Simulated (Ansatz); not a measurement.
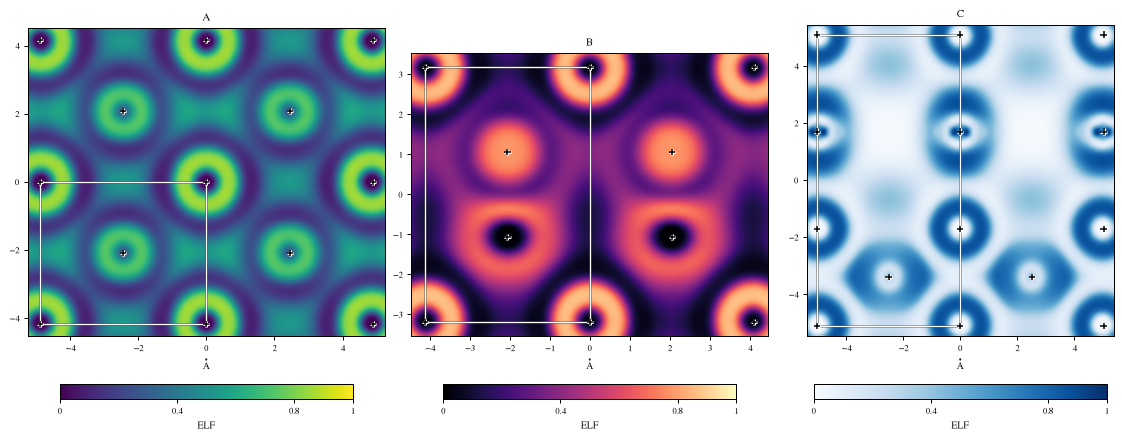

The ELF of 3 systems, each on a plane through atoms (crosses mark nuclei in the plane).

Computed with DFT PBE, scalar-relativistic, plane waves, PAW; 4f electrons in the core of a trivalent norm-conserving potential (Ansatz 0.2.0).

System 1: ErBRh, the (110) plane of the conventional cell. Space group P-6m2; a structure generated by program, which may or may not match a known phase; computed without spin polarisation; no Hubbard U on the f states and no spin–orbit coupling.

```xyz
3
Lattice="3.6759 0.0000 0.0000 -1.8379 3.1834 0.0000 0.0000 0.0000 4.1120" Properties=species:S:1:pos:R:3 pbc="T T T"
Er    1.8380    1.0611    0.0000
B     0.0000    0.0000    2.0560
Rh    0.0000    2.1223    2.0560
```

System 2: TbMo, the (11̄0) plane of the conventional cell. Space group P4/mmm; a structure generated by program, which may or may not match a known phase; computed without spin polarisation; no Hubbard U on the f states and no spin–orbit coupling.

System 3: Nd2AlAs3, the (110) plane of the conventional cell. Space group P6/mmm; a structure generated by program, which may or may not match a known phase; computed without spin polarisation; no Hubbard U on the f states and no spin–orbit coupling.

Q: Match each panel to its system.

A: Panel A is system 2, TbMo: the plane holds Tb and Mo. Tb–Mo (3.21 Å): the ELF is about 0.25 at the midpoint: no shared electron pair shows on this line. Panel B is system 1, ErBRh: the plane holds Er, B and Rh. B–Rh (2.12 Å): the ELF peaks at about 0.75 in the valence shell of B, 0.7 Å from its nucleus, and is about 0.35 at the midpoint. Panel C is system 3, Nd2AlAs3: the plane holds Nd, Al and As. Nd–As (3.03 Å): the ELF is about 0.20 at the midpoint.
